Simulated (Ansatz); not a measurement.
System: BF₂H···HBr.

```xyz
6

B     0.0127   -0.3547   -0.0817
F     0.0585   -0.4857    1.2440
F     1.1512   -0.4550   -0.7469
H    -1.0401   -0.1854   -0.6524
Br    0.0514    2.9671    1.1310
H     0.0341    1.7963    1.9632
```

All numbers below come from Ansatz 0.2.0, RKS PBE/def2-SVP.

What will maps of the electron density and electron localisation function show?

B–F (1.32 Å): ρ is about 2.2 e/Å³ halfway; the ELF peaks at about 0.85 between the atoms; a polar covalent bond.
B–H (1.21 Å): ρ is about 1.2 e/Å³ halfway; the ELF climbs to about 1 towards the hydrogen, as it does in any bond to H (an ordinary covalent bond to hydrogen).

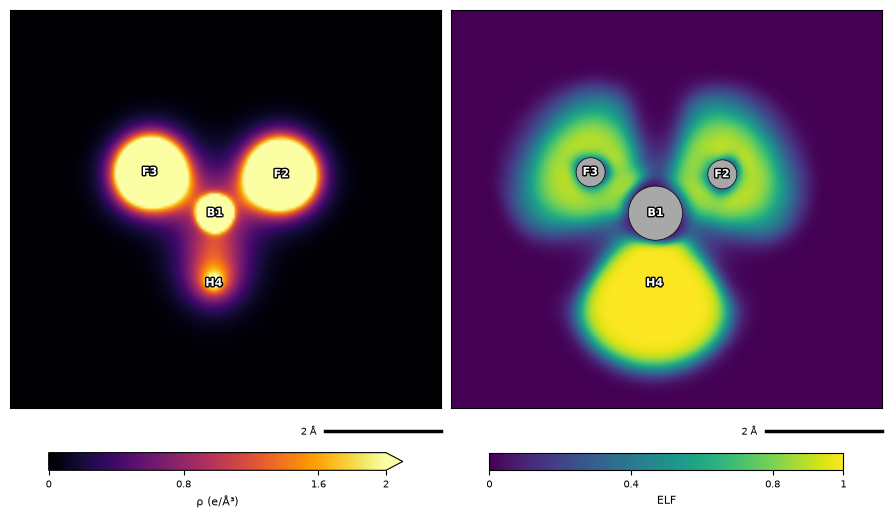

Computed electron density and electron localisation function on the plane of atoms F2, B1 and F3, in this order. Grey discs cover the atomic cores in the ELF map. 
